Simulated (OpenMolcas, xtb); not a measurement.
# A ladder of methods for BCNF2 (SMILES N#CB(F)F)

BCNF2 has 5 atoms, charge 0, and is taken as a singlet. As SMILES, `N#CB(F)F`. Geometry: relaxed at PBE0-D4/def2-TZVP.

```xyz
5

N    -0.7151    1.7897    0.8010
C    -0.3194    0.8048    0.3593
B     0.2120   -0.5174   -0.2338
F     1.4512   -0.8728   -0.0262
F    -0.5787   -1.2779   -0.9419
```

Each level gives the dipole moment (D). The values are calculated.

```
           level            kind     program  value (D)   CPU time
        GFN0-xTB  semi-empirical         xtb       3.24  under 2 s
    HF/6-311+G**    Hartree–Fock  OpenMolcas       1.75       16 s
 SVWN5/6-311+G**             LDA  OpenMolcas       1.84       29 s
   PBE/6-311+G**             GGA  OpenMolcas       1.83       37 s
revPBE/6-311+G**             GGA  OpenMolcas       1.83       35 s
r2SCAN/6-311+G**        meta-GGA  OpenMolcas       1.82       47 s
  PBE0/6-311+G**   global hybrid  OpenMolcas       1.78       33 s
```

The values span 1.75 to 3.24 D. Magnitudes only. Times are those of the runs behind each value, whatever else they computed, on shared processors of several kinds: orders of magnitude only.

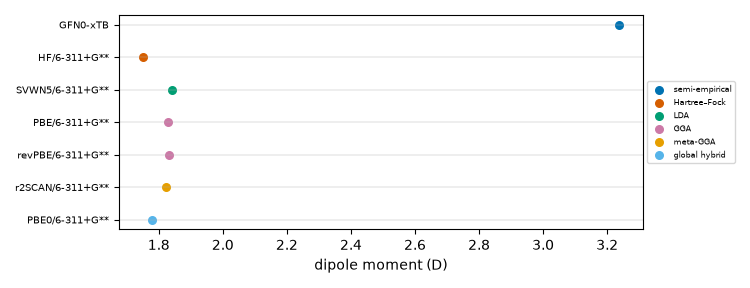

The values of the table, level by level.
